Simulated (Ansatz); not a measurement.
Band structure of ZrNi₅ (F-43m, 6 atoms in the cell).

```yaml
crystal:
  lattice:
    - [0.00000, 3.24604, 3.24604]
    - [3.24604, 0.00000, 3.24604]
    - [3.24604, 3.24604, 0.00000]
  atoms:
    - { symbol: Zr, position: [0.00000, 0.00000, 0.00000] }
    - { symbol: Ni, position: [0.25000, 0.25000, 0.25000], spin: 2.0 }
    - { symbol: Ni, position: [0.62347, 0.62347, 0.62347] }
    - { symbol: Ni, position: [0.12959, 0.62347, 0.62347] }
    - { symbol: Ni, position: [0.62347, 0.62347, 0.12959] }
    - { symbol: Ni, position: [0.62347, 0.12959, 0.62347] }
```
(The spins are starting values, not results.)

Level of theory: PBEsol, PAW files made with PBE (plane waves; Ansatz, a program for electronic structure).

Settings: basis.ecutwfc = 30.9 Ry; kpoints.mp_grid.grid = 6 6 6; hamiltonian.xc = pbesol; hamiltonian.pseudopotentials = {kind: paw} (the program's default PAW files); magnetization.spin_polarized = true; scf.occupations.method = gaussian; scf.occupations.width = 0.02 Ry; kpoints.band_path.npoints = 8.

The starting cell comes from a database of computed structures (which also holds hypothetical and non-ambient phases and stackings), without a prior relaxation at this level. Its lattice was rescaled by a random factor within 2.5 % of one. The starting moments vanished: the run ended non-magnetic, which need not be the lowest state. The program warned that a starting moment was not kept.

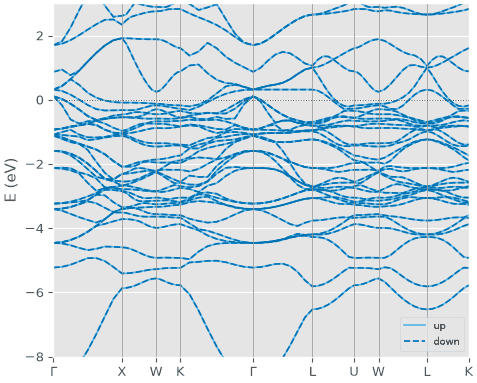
Bands along the path, energies from the Fermi level.

Levels in eV from the Fermi level, bands 49 to 56 of the first spin channel:
```csv
point,49,50,51,52,53,54,55,56
Γ,0.11,0.11,0.32,0.32,0.32,0.87,1.70,1.70
X,-0.55,-0.46,-0.33,-0.09,1.92,1.92,2.34,2.62
W,-0.45,-0.30,-0.17,-0.13,0.25,1.88,2.75,2.89
K,-0.56,-0.35,-0.28,-0.18,0.88,1.61,2.83,3.10
L,-0.74,-0.69,0.32,1.00,1.00,1.06,2.65,2.65
U,-0.56,-0.35,-0.28,-0.18,0.88,1.61,2.83,3.10
```

Bands cross the Fermi level along this path, so the cell is metallic at this level.

The net moment of the cell came out as 0.00 μB.

Keys are those of Ansatz 0.2.
